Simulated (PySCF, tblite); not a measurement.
# C₆H₁₀F₂OSi: geometry, infrared bands and NMR shifts

Aim: predict the infrared bands and NMR shifts of C₆H₁₀F₂OSi (`C=CC/C(=C/O[SiH3])C(F)F`).

Computed with tblite 0.8.0 and PySCF 2.14.0, with density-fitted response routines of our own, on a single molecule in the gas phase. Atoms are numbered from 0 throughout.

**1. The molecule as given**

20 atoms, charge 0, multiplicity 1; geometry from: force field or distance geometry start.

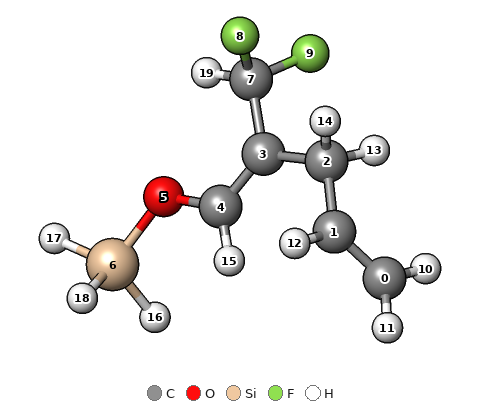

As it starts; carbon grey, oxygen red, silicon light orange, fluorine green, hydrogen white, atoms numbered.

**2. Optimising the geometry with GFN2-xTB**

The job: settings as JSON, then the geometry in Å.

```
{"job": {"kind": "relax", "xc": "GFN2-xTB", "basis": "xTB"}, "charge": 0, "multiplicity": 1}
C     -2.475600     1.952000    -0.111800
C     -1.913900     0.989900     0.603100
C     -1.676700    -0.424600     0.127100
C     -0.238200    -0.810200    -0.069000
C      0.802200     0.032700    -0.031700
O      2.095700    -0.378600    -0.218300
Si     3.358600     0.719100    -0.188600
C     -0.054000    -2.286300    -0.289000
F     -0.511900    -3.003300     0.776800
F     -0.809800    -2.698800    -1.353400
H     -2.826800     1.781400    -1.129700
H     -2.633200     2.944200     0.306500
H     -1.600900     1.204700     1.642300
H     -2.211300    -0.580300    -0.827000
H     -2.154600    -1.082000     0.860200
H      0.673300     1.101900     0.125500
H      3.173100     1.723400    -1.259100
H      4.641900    -0.002500    -0.387100
H      3.377600     1.417800     1.131000
H      0.979500    -2.589900    -0.470300
```

On the command line:

```
$ OMP_NUM_THREADS=1 python probes_run.py task.json out
```

One launch serves the whole session: the jobs run in the order shown.

**Question.** This job is followed by: GFN2-xTB harmonic vibrations, gas phase; GIAO PBE0/pcSseg-1 NMR shielding, non-relativistic, gas phase. What will the session give for the following? strongest single infrared mode (GFN2-xTB); zero-point energy (GFN2-xTB); ¹³C shifts against TMS (PBE0/pcSseg-1); ¹H shifts against TMS (PBE0/pcSseg-1, means over atoms taken as alike); ¹⁷O shifts against H2O (PBE0/pcSseg-1); ²⁹Si shifts against TMS (PBE0/pcSseg-1); ¹⁹F shifts against CFCl3 (PBE0/pcSseg-1, means over atoms taken as alike).

**Answer**, as computed:

| quantity | value |
| --- | --- |
| strongest single infrared mode (GFN2-xTB) | 826 cm⁻¹, 450 km/mol |
| zero-point energy (GFN2-xTB) | 88.9 kcal/mol |
| ¹³C shifts against TMS (PBE0/pcSseg-1) | 148.2, 143.4, 125.5, 125.5, 116.6, 33.3 ppm |
| ¹H shifts against TMS (PBE0/pcSseg-1, means over atoms taken as alike) | 7.25, 6.24, 6.10, 5.58, 5.48, 5.03, 3.17 ppm |
| ¹⁷O shifts against H2O (PBE0/pcSseg-1) | 83.6 ppm |
| ²⁹Si shifts against TMS (PBE0/pcSseg-1) | -33.2 ppm |
| ¹⁹F shifts against CFCl3 (PBE0/pcSseg-1, means over atoms taken as alike) | -142.8 ppm |

What this shows: Over 90 steps the energy fell by 0.197 eV; of the close pairs, O5–Si6 changed most, 1.674 to 1.636 Å. All 54 modes are real, so the xTB geometry is a minimum. The strongest single mode, at 826 cm⁻¹, is carried by H16, H18, Si6, H17. GFN2-xTB is a fitted tight-binding method: band positions and strengths are rough. Its intensities can rank the bands wrongly. The most deshielded hydrogen is H19 (hydrogen on an allylic sp3 CH bonded to 2 F), at 7.25 ppm: its carbon carries F, an electronegative neighbour. At PBE0/pcSseg-1: The largest span, 239 ppm, is at C1, where the paramagnetic term is -214 ppm.
